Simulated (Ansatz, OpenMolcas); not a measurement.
## A ladder of methods for AlF3 (SMILES F[Al](F)F)

The species is AlF3 (4 atoms), meant as a singlet with charge 0. SMILES: `F[Al](F)F`. The coordinates come from a PBE0-D4/def2-TZVP relaxation.

```xyz
4

F     0.8594   -0.7226    1.1802
Al    0.0000    0.0000    0.0000
F    -1.4407   -0.6125   -0.4501
F     0.5813    1.3351   -0.7300
```

Quantity: the electronic atomisation energy, in eV. The values are calculated. Electronic energies at fixed atoms, without zero-point motion or spin-orbit coupling.

| level | kind | program | value (eV) | CPU time (all runs) |
| --- | --- | --- | --- | --- |
| SVWN5/6-311+G** | LDA | OpenMolcas | 20.08 | 18 s |
| BLYP/6-311+G** | GGA | OpenMolcas | 17.42 | 23 s |
| r2SCAN/6-311+G** | meta-GGA | Ansatz | 17.69 | 12 s |
| BHLYP/6-311+G** | global hybrid | Ansatz | 16.43 | 5.5 s |
| HSE06/6-311+G** | range-separated hybrid | Ansatz | 17.08 | 7.7 s |
| PBE-QIDH/6-311+G** | double hybrid | Ansatz | 17.17 | 6.9 s |
| RPA@PBE/6-311+G** | RPA | Ansatz | 15.34 | 8.7 s |
| MP2/6-311+G** | perturbation theory | Ansatz | 17.91 | 1.9 s |
| CCSD/6-311+G** | coupled cluster or CI | Ansatz | 16.60 | 11 s |

The values span 15.34 to 20.08 eV. In so small a basis fixed costs decide the times, and correlated methods can beat functionals. Times are those of the runs behind each value, whatever else they computed, on shared processors of several kinds: orders of magnitude only.

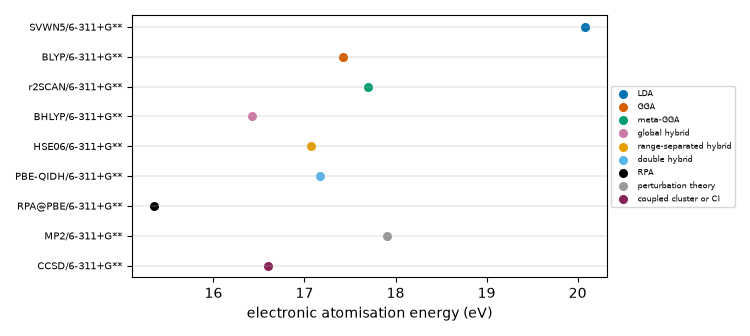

The values of the table, level by level.
